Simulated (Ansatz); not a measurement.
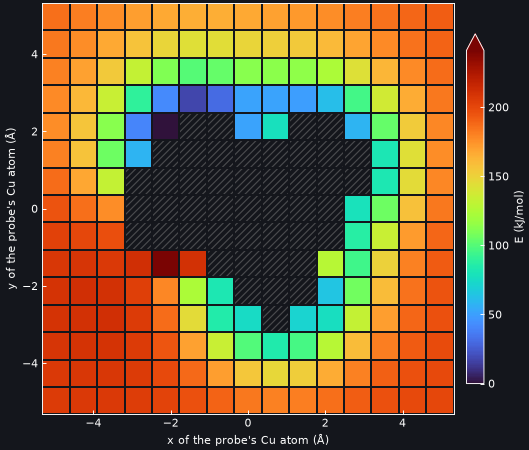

Energy landscape of GaH₃O (SMILES [OH][GaH2]) with the probe Cu+. 
- The probe is moved over the molecule's main plane.
- Coordinates scanned: (1) x of the probe's Cu atom; (2) y of the probe's Cu atom.
- Nothing is relaxed (molecule and probe rigid).
- Grid: 15 × 15 points. At 45 points there is no value (left out of the scan, as a rule where atoms come close).
- All energies are given in kJ/mol relative to the lowest grid point.
- Energies and slopes of some neighbouring points disagree (a jump in structure or state, or too coarse a mesh).
- All numbers below come from RKS PBE0-D4/def2-TZVP in Ansatz 0.2.0.

In the figure: one coloured cell a grid point, one colour for all values above the top of the scale, hatched blanks where no value was computed. 

### What does the map say about the system?

The lowest grid point is at x of the probe's Cu atom = −2.13 Å, y of the probe's Cu atom = 2.13 Å [nearest 1 O at 1.82 Å]. The highest grid point, x of the probe's Cu atom = −2.13 Å, y of the probe's Cu atom = −1.42 Å [nearest 1 H at 1.41 Å], lies 241 kJ/mol above the lowest.

The values on the grid:

```csv
"y of the probe's Cu atom ↓, x of the probe's Cu atom →",−4.97,−4.26,−3.55,−2.84,−2.13,−1.42,−0.71,0.00,0.71,1.42,2.13,2.84,3.55,4.26,4.97
4.97,186,181,176,171,167,165,165,167,170,173,177,181,185,189,192
4.26,183,176,167,157,148,144,145,149,151,154,160,169,178,185,190
3.55,180,170,154,132,111,100,104,112,114,114,124,143,163,178,187
2.84,178,162,134,90,42,18,31,51,52,50,62,95,137,167,183
2.13,177,156,112,40,0,–,–,52,78,–,–,58,104,153,179
1.42,180,157,106,58,–,–,–,–,–,–,–,–,81,144,176
0.71,187,168,133,–,–,–,–,–,–,–,–,–,83,146,178
0.00,195,186,176,–,–,–,–,–,–,–,–,79,106,158,183
−0.71,203,200,198,–,–,–,–,–,–,–,–,87,134,172,189
−1.42,207,208,206,211,241,211,–,–,–,–,128,95,151,181,193
−2.13,209,211,211,203,179,123,83,–,–,–,64,107,160,185,195
−2.84,209,211,211,206,187,145,85,75,–,71,77,132,171,189,197
−3.55,208,209,209,206,194,170,134,99,85,96,127,160,182,193,198
−4.26,207,208,208,205,199,188,171,155,147,152,166,180,190,196,199
−4.97,206,207,206,205,202,197,190,183,180,181,186,192,196,199,200
```

The input of one point:

```yaml
crystal:
  periodic: [false, false, false]
  atoms:
    - { symbol: O, position_ang: [-1.114644, 0.620411, -2.3e-05] }
    - { symbol: Ga, position_ang: [0.548695, -0.035471, -5.0e-06] }
    - { symbol: H, position_ang: [-1.800008, -0.05061, 2.1e-05] }
    - { symbol: H, position_ang: [0.710511, -1.592126, -3.0e-06] }
    - { symbol: H, position_ang: [1.655446, 1.057796, 1.0e-05] }
    - { symbol: Cu, position_ang: [-2.13, 2.13, 0.0] }
total_charge: 1
basis:
  gaussian: { orbitals: def2-TZVP }
hamiltonian:
  xc: pbe0
  dispersion: d4
output:
  forces: true
```

The whole map (180 points run) took 41 min on 1 thread of Arm Neoverse N1, on a shared host.
